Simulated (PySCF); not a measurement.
C2H4Cl2O2Si

The calculation's input:

```
{"job": {"kind": "nmr", "xc": "PBE0", "basis": "pcSseg-1", "pop": false}, "charge": 0, "multiplicity": 1}
O      2.015882    -0.371087     0.415970
C      1.967673     0.780775    -0.094339
O      0.816229     1.221266    -0.350298
Si     0.036806    -0.489869     0.412524
Cl    -0.288584     0.033564     2.383938
C     -1.531148    -0.081299    -0.570926
Cl    -2.804593    -1.290918    -0.160189
H      2.879917     1.365387    -0.301258
H      0.163896    -1.959048     0.248770
H     -1.349141    -0.131134    -1.655352
H     -1.906937     0.922364    -0.328838
```

Run with:

```sh
OMP_NUM_THREADS=1 python ens_run.py task.json out
```

Geometry: B3LYP-D3(BJ)/def2-SVP.

Theory: PySCF 2.14.0, PBE0/pcSseg-1, SCF density, gas phase, non-relativistic.

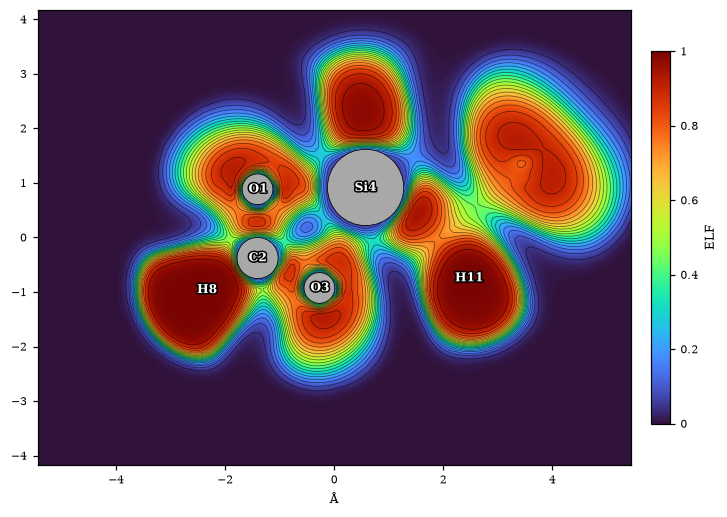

Figure 1. Electron localisation function on the plane of atoms O1, C2 and H8. Grey discs cover the atomic cores.

Interpret the plot.

Atoms in the plane: O, C, Si and H. C–O (1.26 Å): the ELF peaks at about 0.85 between the atoms, as expected for a short, strongly polar bond. Si–O (1.98 Å): the ELF peaks at about 0.90 in the valence shell of O, 0.6 Å from its nucleus, and is about 0.65 at the midpoint. C–H (1.10 Å): the ELF climbs to about 1 towards the hydrogen, as it does in any bond to H (an ordinary covalent bond to hydrogen). The ELF also peaks beside O3, Cl7 and O1, away from the bonds: lone-pair regions.

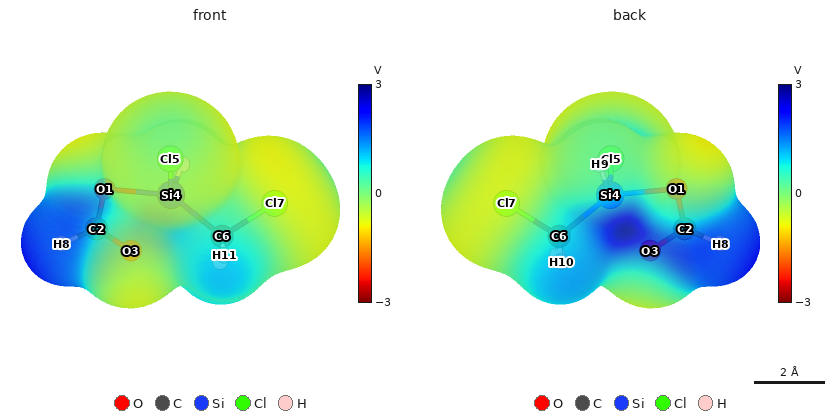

Figure 2. The molecular electrostatic potential painted on the density surface at 0.002 e/bohr³, seen from the front and from behind; the colour scale runs from red (negative) to blue (positive).

Which sites attract a positive test charge, and which a negative one?

A positive charge is drawn to the negative regions and a negative charge to the positive ones. The most negative region (about −0.9 V) lies over O1 and Cl7, the most positive (about +2.4 V) over Si4. Cl7 shows a σ-hole: about +0.1 V at the tip opposite its bond, against about −0.6 V on its flanks.

What dipole moment does the calculation give?

Its dipole moment is 4.01 D.
